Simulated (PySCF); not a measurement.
# C6H5NS2: excited-state relaxation

What do calculations give for the excited-state relaxation of C6H5NS2 (`Nc1csc2ccsc12`)?

Programs: PySCF 2.14.0, with routines of our own; each step states its level. All values are computed. Atoms count from 0.

## Step 1: The starting structure

14 atoms, charge 0, multiplicity 1; geometry from: GFN2-xTB.

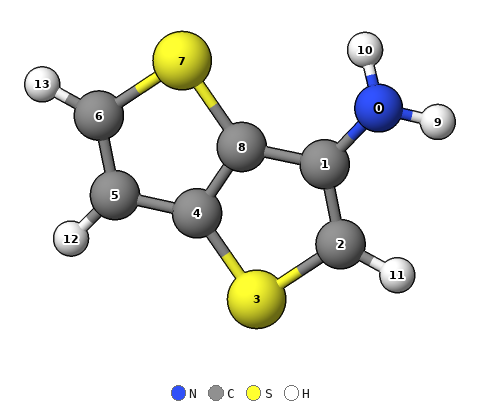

The starting geometry (nitrogen blue, carbon grey, sulfur yellow, hydrogen white).

## Step 2: Geometry optimisation at PBE0/def2-SV(P)

What the job is given:

```
{"job": {"xc": "PBE0", "basis": "def2-SV(P)", "grid": 1, "kind": "geom"}, "charge": 0, "multiplicity": 1}
N     -2.237320     1.171638     0.147685
C     -1.227879     0.383474    -0.371640
C     -1.233852    -0.230173    -1.591329
S      0.250896    -1.046228    -1.979268
C      0.921668    -0.579117    -0.458199
C      2.151444    -0.788787     0.200876
C      2.160066    -0.196677     1.420810
S      0.687551     0.631287     1.803964
C      0.018698     0.173550     0.275510
H     -3.150559     1.013449    -0.248318
H     -2.237672     1.243349     1.153713
H     -2.028472    -0.243128    -2.309825
H      2.973216    -1.345492    -0.209692
H      2.951537    -0.187618     2.143547
```

The run is started by

```console
$ OMP_NUM_THREADS=1 python excited_run.py task.json out
```

The driver reads the jobs from task.json and runs them one after another.

The program printed:

```text
step   0  E = -1081.68708488  max force = 0.011258
step   1  E = -1081.68873064  max force = 0.001661
step   2  E = -1081.68876031  max force = 0.000750
step   3  E = -1081.68877303  max force = 0.001539
step   4  E = -1081.68878962  max force = 0.000866
step   5  E = -1081.68879948  max force = 0.000997
step   6  E = -1081.68880399  max force = 0.000628
step   7  E = -1081.68880652  max force = 0.000235
optimisation converged
```

Wall time 1.7 min (1 thread of Arm Neoverse N1, shared host); peak memory 0.64 GiB.

Along the way:

```
step  energy from step 0 (eV)  largest force component (eV/Å)
   0                   0.0000                          0.5789
   1                  -0.0448                          0.0854
   2                  -0.0456                          0.0386
   3                  -0.0459                          0.0791
   4                  -0.0464                          0.0445
   5                  -0.0467                          0.0513
   6                  -0.0468                          0.0323
   7                  -0.0468                          0.0121
```

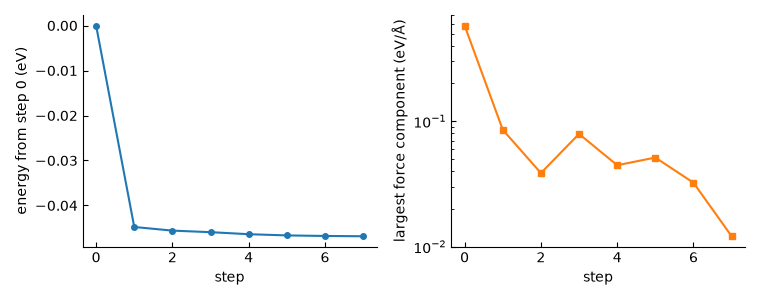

Energy and force, step by step.

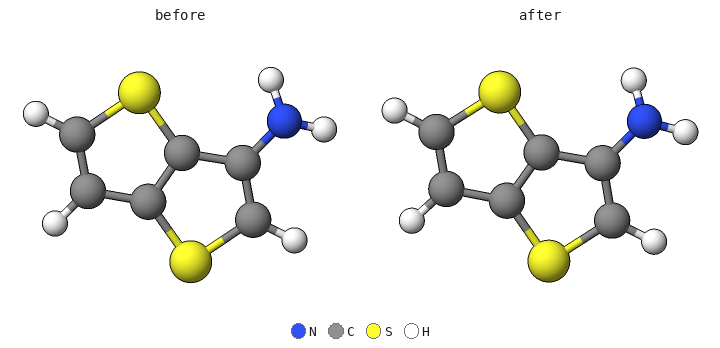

Before and after, at one scale.

Distances of close pairs at the start and the end, largest changes first:

```
  bond  before (Å)  after (Å)  change (Å)
C2–H11       1.071      1.091      +0.019
C6–H13       1.072      1.091      +0.019
C5–H12       1.074      1.092      +0.017
 C5–C6       1.356      1.369      +0.013
 C4–C5       1.411      1.423      +0.012
 C1–C2       1.365      1.376      +0.011
 C1–C8       1.420      1.431      +0.011
N0–H10       1.009      1.016      +0.008
```

The end geometry stands in the next job.

```
                         at the end point                value
  point group (found at 0.08 Å tolerance)                   C1
rotational constants (GHz, main isotopes)  1.839, 1.289, 0.758
                        dipole moment (D)                 1.64
```

## Step 3: Excited-state relaxation: TDDFT PBE0/def2-SV(P)

What the job is given:

```
{"job": {"kind": "xopt", "state": "S1", "method": "TDDFT", "freq": false, "xc": "PBE0", "basis": "def2-SV(P)", "grid": 1}, "charge": 0, "multiplicity": 1}
N     -2.131258     1.129381     0.134150
C     -1.116727     0.338700    -0.385134
C     -1.104238    -0.292400    -1.608264
S      0.381386    -1.126038    -1.955418
C      1.033330    -0.660865    -0.426800
C      2.263320    -0.869823     0.258245
C      2.259947    -0.243423     1.475227
S      0.789873     0.612263     1.803262
C      0.128258     0.118241     0.284506
H     -3.022257     1.048261    -0.344753
H     -2.241993     1.070926     1.142620
H     -1.909849    -0.308601    -2.343119
H      3.106002    -1.449793    -0.122485
H      3.061109    -0.228416     2.215657
```

Method: TDDFT PBE0/def2-SV(P) excited-state geometry optimisation, gas phase.

The program printed:

```text
final grid: 61192 points
cycle   1  E = -1081.6560524524  dE =  1.824e+00  |g| = 3.482e-01  |ddm| = 4.789e+00
cycle   2  E = -1081.6521301596  dE =  3.922e-03  |g| = 3.779e-01  |ddm| = 8.812e-01
cycle   3  E = -1081.6870907604  dE = -3.496e-02  |g| = 7.674e-02  |ddm| = 5.197e-01
cycle   4  E = -1081.6884019729  dE = -1.311e-03  |g| = 3.890e-02  |ddm| = 1.495e-01
cycle   5  E = -1081.6887816837  dE = -3.797e-04  |g| = 9.394e-03  |ddm| = 5.324e-02
cycle   6  E = -1081.6888052283  dE = -2.354e-05  |g| = 2.215e-03  |ddm| = 1.538e-02
cycle   7  E = -1081.6888063549  dE = -1.127e-06  |g| = 8.041e-04  |ddm| = 3.560e-03
cycle   8  E = -1081.6888065039  dE = -1.489e-07  |g| = 2.429e-04  |ddm| = 1.108e-03
cycle   9  E = -1081.6888065187  dE = -1.486e-08  |g| = 9.190e-05  |ddm| = 4.181e-04
cycle  10  E = -1081.6888065211  dE = -2.376e-09  |g| = 1.170e-05  |ddm| = 1.374e-04
cycle  11  E = -1081.6888065211  dE = -3.024e-11  |g| = 6.412e-06  |ddm| = 3.028e-05
converged SCF energy = -1081.6888065211

vertical S1 at the ground-state geometry: 4.4094 eV
step    E(state)/Eh    max force   excitation/eV  root
  0   -1081.52579163   0.050371     4.3996      1
  1   -1081.53508695   0.042629     3.7412      1
  2   -1081.53807550   0.009903     3.8583      1
  3   -1081.53879310   0.017042     3.7490      1
  4   -1081.53941401   0.002608     3.7820      1
  5   -1081.53952189   0.002490     3.7855      1
  6   -1081.53966193   0.002604     3.7739      1
  7   -1081.53971498   0.001128     3.7671      1
  8   -1081.53974432   0.000600     3.7632      1
  9   -1081.53975602   0.000558     3.7638      1
 10   -1081.53977443   0.000939     3.7627      1
 11   -1081.53982277   0.002094     3.7381      1
 12   -1081.53986408   0.002675     3.6782      1
 13   -1081.54007592   0.002815     3.6326      1
 14   -1081.53927101   0.009072     2.9147      1
 15   -1081.54100037   0.005455     3.3473      1
 16   -1081.54120391   0.002269     3.3177      1
 17   -1081.54144819   0.002055     3.2819      1
 18   -1081.54170883   0.001618     3.1375      1
 19   -1081.54186340   0.001397     3.0207      1
 20   -1081.54191431   0.001116     3.0171      1
 21   -1081.54193499   0.000577     2.9836      1
 22   -1081.54193875   0.000202     2.9899      1
optimisation converged
vertical emission 2.9899 eV, adiabatic 3.9965 eV, Stokes shift 1.4195 eV, reorganisation 0.4129 (excited) and 1.0065 eV (ground)
```

Wall time 12 min (1 thread of Arm Neoverse N1, shared host); peak memory 0.94 GiB.

From this job:

```
                 quantity    value
  vertical absorption, S1  4.41 eV
     adiabatic energy, S1  4.00 eV
    vertical emission, S1  2.99 eV
         Stokes shift, S1  1.42 eV
geometry moved (RMSD), S1  0.457 Å
```

Bonds of the start that changed most:

```
 bond  start (Å)  end (Å)
S3–C4      1.726    1.784
N0–C1      1.387    1.343
C8–C4      1.390    1.425
C4–C5      1.423    1.394
C1–C2      1.376    1.405
S7–C8      1.729    1.757
```

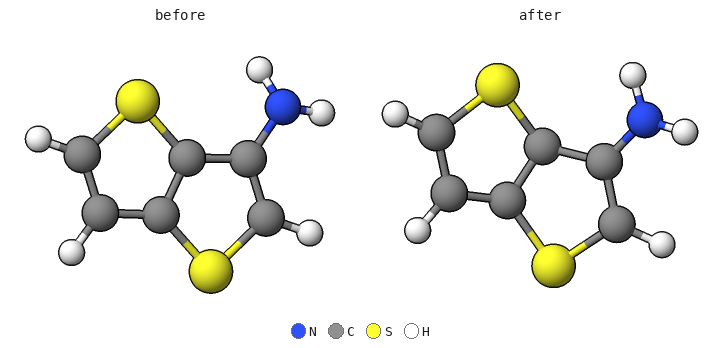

Before and after.

## Step 4: Excited-state relaxation: UKS PBE0/def2-SV(P)

Settings changed since step 3:

```diff
@@ -1,2 +1,2 @@
-{"job": {"kind": "xopt", "state": "S1", "method": "TDDFT", "freq": false, "xc": "PBE0", "basis": "def2-SV(P)", "grid": 1}, "charge": 0, "multiplicity": 1}
+{"job": {"kind": "xopt", "state": "T1", "method": "UKS", "freq": false, "xc": "PBE0", "basis": "def2-SV(P)", "grid": 1}, "charge": 0, "multiplicity": 1}
 N     -2.131258     1.129381     0.134150
```

Level: UKS PBE0/def2-SV(P) excited-state geometry optimisation, gas phase.

The program printed:

```text
final grid: 61192 points
cycle   1  E = -1081.6560524524  dE =  1.824e+00  |g| = 3.482e-01  |ddm| = 4.789e+00
cycle   2  E = -1081.6521301596  dE =  3.922e-03  |g| = 3.779e-01  |ddm| = 8.812e-01
cycle   3  E = -1081.6870907604  dE = -3.496e-02  |g| = 7.674e-02  |ddm| = 5.197e-01
cycle   4  E = -1081.6884019729  dE = -1.311e-03  |g| = 3.890e-02  |ddm| = 1.495e-01
cycle   5  E = -1081.6887816837  dE = -3.797e-04  |g| = 9.394e-03  |ddm| = 5.324e-02
cycle   6  E = -1081.6888052283  dE = -2.354e-05  |g| = 2.215e-03  |ddm| = 1.538e-02
cycle   7  E = -1081.6888063549  dE = -1.127e-06  |g| = 8.041e-04  |ddm| = 3.560e-03
cycle   8  E = -1081.6888065039  dE = -1.489e-07  |g| = 2.429e-04  |ddm| = 1.108e-03
cycle   9  E = -1081.6888065187  dE = -1.486e-08  |g| = 9.190e-05  |ddm| = 4.181e-04
cycle  10  E = -1081.6888065211  dE = -2.376e-09  |g| = 1.170e-05  |ddm| = 1.374e-04
cycle  11  E = -1081.6888065211  dE = -3.024e-11  |g| = 6.412e-06  |ddm| = 3.028e-05
converged SCF energy = -1081.6888065211

vertical T1 at the ground-state geometry: 3.1650 eV
step    E(state)/Eh    max force   <S^2>
  0   -1081.57300435   0.095021    2.0189
  1   -1081.58681999   0.027913    2.0220
  2   -1081.59089226   0.014421    2.0206
  3   -1081.59200048   0.008199    2.0221
  4   -1081.59259319   0.001964    2.0215
  5   -1081.59264985   0.001077    2.0215
  6   -1081.59272679   0.001978    2.0220
  7   -1081.59277773   0.001327    2.0225
  8   -1081.59285064   0.001082    2.0229
  9   -1081.59292838   0.003078    2.0262
 10   -1081.59299156   0.001239    2.0247
 11   -1081.59302644   0.000478    2.0250
 12   -1081.59303467   0.000370    2.0256
optimisation converged
vertical emission 2.0059 eV, adiabatic 2.6061 eV, Stokes shift 1.1591 eV, reorganisation 0.5589 (excited) and 0.6002 eV (ground)
```

Run time: 6 min. Hardware: 1 thread of Arm Neoverse N1, shared host; peak memory 0.71 GiB.

From this job:

```
                                     quantity    value
vertical gap at the ground-state geometry, T1  3.17 eV
                         adiabatic energy, T1  2.61 eV
     vertical gap at the relaxed geometry, T1  2.01 eV
               difference of the two gaps, T1  1.16 eV
                    geometry moved (RMSD), T1  0.158 Å
```

Bonds of the start that changed most:

```
 bond  start (Å)  end (Å)
C1–C2      1.376    1.487
S3–C4      1.726    1.787
C8–C1      1.431    1.370
C4–C5      1.423    1.377
C5–C6      1.369    1.409
C8–C4      1.390    1.430
```

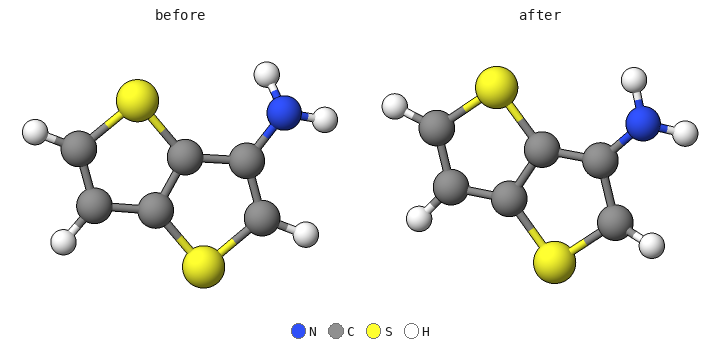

Before and after.

## Step 5: Outcome

| quantity | value |
| --- | --- |
| point group | C1 |
| rotational constants (main isotopes) | 1.84, 1.29, 0.76 GHz |
| vertical absorption, S1 (step 3, TDDFT PBE0/def2-SV(P)) | 4.41 eV |
| adiabatic energy, S1 (step 3, TDDFT PBE0/def2-SV(P)) | 4.00 eV |
| vertical emission, S1 (step 3, TDDFT PBE0/def2-SV(P)) | 2.99 eV |
| Stokes shift, S1 (step 3, TDDFT PBE0/def2-SV(P)) | 1.42 eV |
| vertical gap at the ground-state geometry, T1 (step 4, UKS PBE0/def2-SV(P)) | 3.17 eV |
| adiabatic energy, T1 (step 4, UKS PBE0/def2-SV(P)) | 2.61 eV |
| vertical gap at the relaxed geometry, T1 (step 4, UKS PBE0/def2-SV(P)) | 2.01 eV |
| difference of the two gaps, T1 (step 4, UKS PBE0/def2-SV(P)) | 1.16 eV |

What this shows: The optimisation took 7 steps and gained 0.047 eV; among the close pairs (by a distance rule), C2–H11 changed most, from 1.071 to 1.091 Å. No frequency check was run at this level, so the end point may be a saddle. In step 3 the harmonic model is doubtful. Where no frequencies were run, the relaxed excited state may be a saddle. In step 3 (excited-state relaxation), among the bonds S3–C4 changes most, from 1.726 to 1.784 Å. The atoms move far more than that, so angles or torsions carry the main change. In step 4 (excited-state relaxation), among the bonds C1–C2 changes most, from 1.376 to 1.487 Å. ΔSCF (UKS) and response values aren't on one footing and may follow different states, so their differences aren't method errors alone, and singlets and triplets from the two don't rank.
